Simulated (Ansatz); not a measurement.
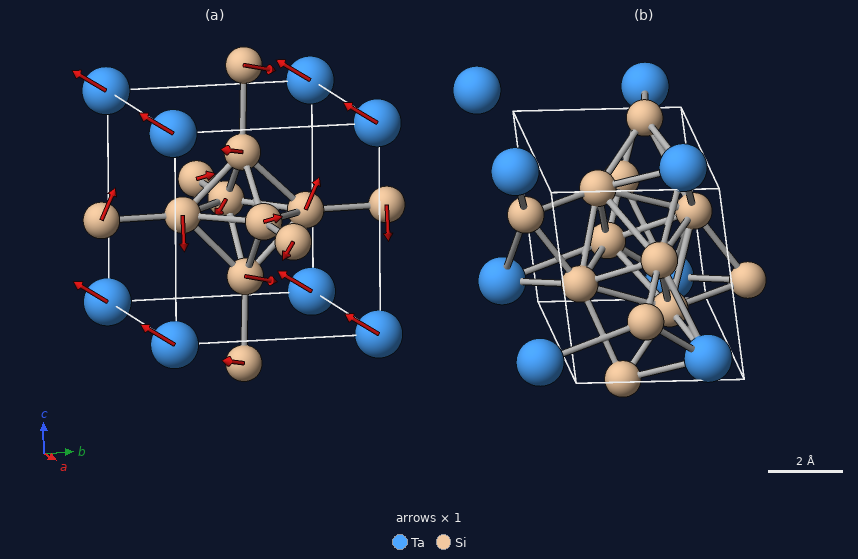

The structure of solid TaSi₆ (a generated structure, set up in P1) (coarse preliminary run) before (left) and after (right) a relaxation, at one scale. The red arrows give the displacements (the part carried along by the change of the cell is left out), at their true length.

A ball-and-stick model of the cell of the calculation, seen slightly off an axis.

These are results of DFT PBE, scalar-relativistic, plane waves, PAW (Ansatz), not measurements. (plane-wave cutoff 420 eV; k-point mesh 4 × 4 × 4; occupations gaussian; smearing width 0.2 eV; no spin polarisation; cell and atoms relaxed; force threshold 0.025 eV/Å; at most 60 steps)

Question: Describe what moved and what it gained.

Answer: The run was cut off at its time limit before the relaxation converged, so the last structure is only a point on the way. The energy falls by 1452 meV per atom in 15 geometry steps. Largest force component: 2.1 eV/Å at the start, 1.3 eV/Å at the end. The pressure goes from −1.08 to 0.62 GPa. The largest move relative to the cell is that of the Ta atom, 1.16 Å along [0 −3 2]. Largest moves by element: Ta 1.16 Å, Si 1.09 Å. Cell: a 5.735 → 5.290 Å (−7.7 %), b 5.889 → 5.123 Å (−13.0 %), c 5.835 → 5.213 Å (−10.7 %), α 91.4° → 95.3°, β 91.2° → 116.3°, γ 91.5° → 104.0°. Volume −39.2 %. Some distances before and after: Si–Si 4.353 → 2.356 Å, Si–Si 4.420 → 2.505 Å, Si–Ta 4.368 → 2.551 Å, Si–Si 4.552 → 2.829 Å. New bonds form: Si–Ta (4.14 → 2.59 Å), Si–Ta (4.16 → 2.59 Å), Si–Ta (4.18 → 2.58 Å), Si–Ta (4.19 → 2.75 Å). Among the angles between lasting bonds that change: Si–Si–Si 135.7° → 56.4°, Si–Si–Si 131.4° → 81.7°, Si–Si–Si 136.9° → 88.4°. The space group stays P1 (No. 1).
